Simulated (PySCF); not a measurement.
```
atom   x (Å)   y (Å)    z (Å)
  Ge  0.0000  0.0000  -0.0216
   H  0.0000  0.0000   1.5814
```

All numbers below come from PBE0/def2-TZVPP, non-relativistic Hamiltonian with scalar-relativistic core potentials where named, at a bond length of 1.603 Å in PySCF 2.14.0.

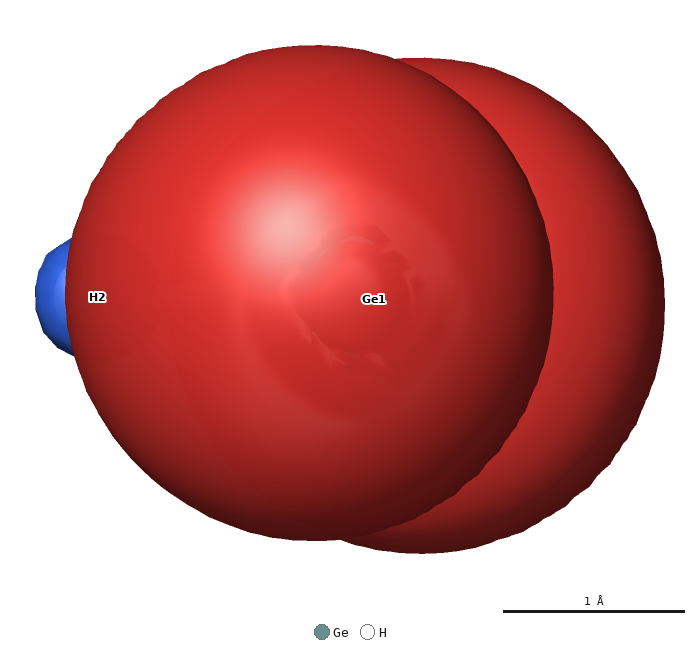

GeH (doublet). Isosurfaces of the spin density (α minus β) at +0.015 (red) and −0.015 e/Å³ (blue), seen from one side.

Question: Where is the unpaired spin?

Answer: The unpaired spin (1 electron) lies mostly on Ge1 (about 1.0), in electrons by Hirshfeld's partition.
